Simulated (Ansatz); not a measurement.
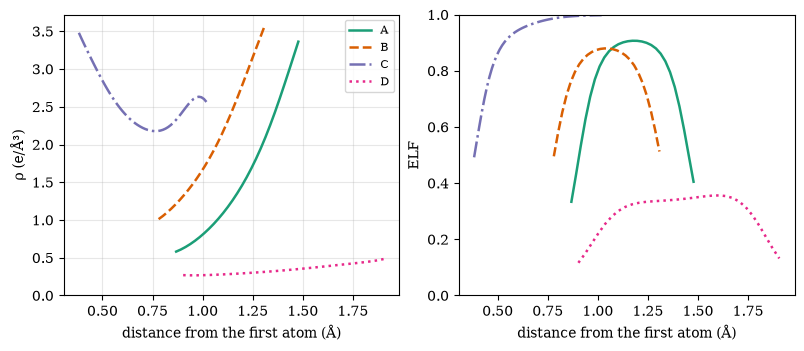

AlH3NSi (SMILES [NH+]1=[Si][AlH2-]1) (doublet). Total electron density and electron localisation function along straight lines between neighbouring atoms. The curves leave out the atomic cores.

Geometry: PBE0-D3(BJ)/def2-SVP.

All numbers below come from isolated molecule in a Gaussian basis; Kohn-Sham density functional theory, functional PBE0 in Ansatz.

```yaml
atoms:
  - { symbol: Al, position_ang: [-1.0179, -1.0543, 2.3936] }
  - { symbol: N, position_ang: [0.6797, -1.7789, 2.7298] }
  - { symbol: Si, position_ang: [0.7191, -2.8385, 1.4182] }
  - { symbol: H, position_ang: [-2.2518, -1.6792, 3.1718] }
  - { symbol: H, position_ang: [1.3695, -1.6055, 3.4594] }
  - { symbol: H, position_ang: [-1.0879, 0.3158, 1.5959] }
```

Q: Which curve belongs to which contact (Al–N, Al–Si, N–H and Si–N)? The first atom named is at distance zero.

A: Curve A: Al–N (1.88 Å): ρ at the midpoint is about 0.68 e/Å³; the ELF peaks at about 0.90 in the valence shell of N, 0.7 Å from its nucleus, and is about 0.65 at the midpoint. Curve B: Si–N (1.69 Å): ρ at the midpoint is about 1.2 e/Å³; the ELF peaks at about 0.90 between the atoms; a polar covalent bond. Curve C: N–H (1.02 Å): ρ at the midpoint is about 2.8 e/Å³; the ELF climbs to about 1 towards the hydrogen, as it does in any bond to H; a covalent bond by its length. Curve D: Al–Si (2.67 Å): ρ is about 0.32 e/Å³ halfway, with its minimum of 0.27 e/Å³ about 0.9 Å from Al; the ELF is about 0.35 at the midpoint.
